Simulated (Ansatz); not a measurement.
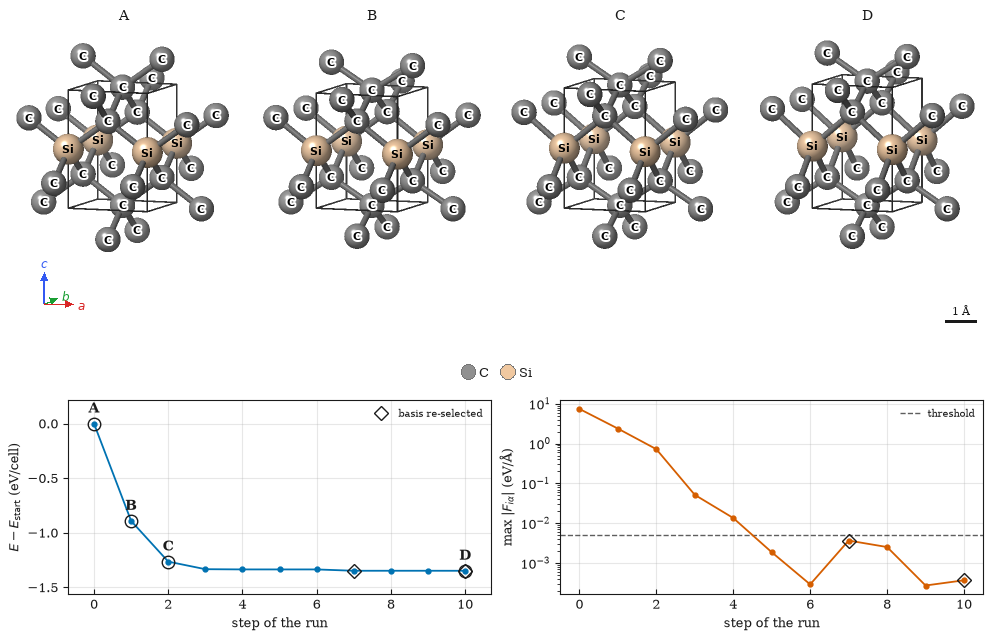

Frames of a relaxation of crystalline SiC3 (a generated structure, set up in P-4m2), marked on the history of the run. The picture is a ball-and-stick view of the cell of the calculation, seen slightly off an axis.

Computed with DFT, PBE, plane waves, PAW in Ansatz 0.2.0.

Input file:
```yaml
crystal:
  lattice:
    - [2.7679234093, 0.0, 0.0]
    - [0.0, 2.7679234093, 0.0]
    - [0.0, 0.0, 3.9144348251]
  atoms:
    - { symbol: C, position: [0.5, 0.0, 0.75] }
    - { symbol: C, position: [0.5, 0.5, 0.0] }
    - { symbol: C, position: [0.0, 0.5, 0.25] }
    - { symbol: Si, position: [0.0, 0.0, 0.5] }
kpoints:
  mp_grid: { grid: [8, 8, 6] }
hamiltonian:
  xc: pbe
scf:
  occupations: { method: fermi_dirac, width: 0.02 }
relax:
  f_tol: 0.005
  cell: {}
```

Run as
```bash
ansatz run input.yaml --threads 2 --pin off --max-ram 2211MiB --backend cpu --events-out ev --progress --plain --runs-dir out
```

### What happens along the run?

The largest moves relative to the cell, 0.16 Å, are those of C1 and C3. C3 goes along −c. Si stays in place. The volume changes by +7.7 %, with a = b 2.768 → 2.803 Å (+1.3 %), c 3.914 → 4.112 Å (+5.0 %). Near-neighbour distances that change, for instance: C1–Si4 1.695 → 1.835 Å, C1–C2 1.695 → 1.650 Å. Bond angles that change, for instance: Si4–C1–Si4 109.5° → 99.6°, C1–Si4–C1 109.5° → 99.6°, C2–C1–C2 109.5° → 116.2°. The space group stays P-4m2 (No. 115). After 8 accepted moves (10 points after the start) the energy has fallen by 1.348 eV per cell of the calculation. The largest force component goes from 7.4 to 0.00037 eV/Å. The pressure goes from 41.78 to 0.00 GPa. The SCF was repeated twice at an unchanged geometry on a basis and grid sized afresh for the cell, which shifted the energy by 12.2 meV per cell of the calculation at most. From step 0 to 1: C atoms move most (0.08 Å), volume +2.7 %, energy −0.891 eV per cell of the calculation. From step 1 to 2: C atoms move most (0.04 Å), volume +3.7 %, energy −0.373 eV per cell of the calculation. From step 2 to 10: C atoms move most (0.02 Å), volume +1.1 %, energy −83.8 meV per cell of the calculation.

```csv
step,"E − E(0), meV/atom","largest force component, eV/Å","pressure, GPa","volume, Å³/atom",note
0,0.00,7.4074,41.78,7.498,
1,-222.77,2.3757,21.00,7.699,
2,-315.95,0.7222,5.04,7.985,
3,-333.27,0.0515,-1.67,8.105,
4,-333.78,0.0135,-0.27,8.067,
5,-333.81,0.0019,-0.03,8.060,
6,-333.82,0.0003,0.00,8.059,
7,-336.86,0.0037,0.56,8.059,"same geometry, new basis"
8,-336.84,0.0025,0.04,8.074,
9,-336.84,0.0003,0.00,8.075,
10,-336.91,0.0004,0.00,8.075,"same geometry, new basis"
```
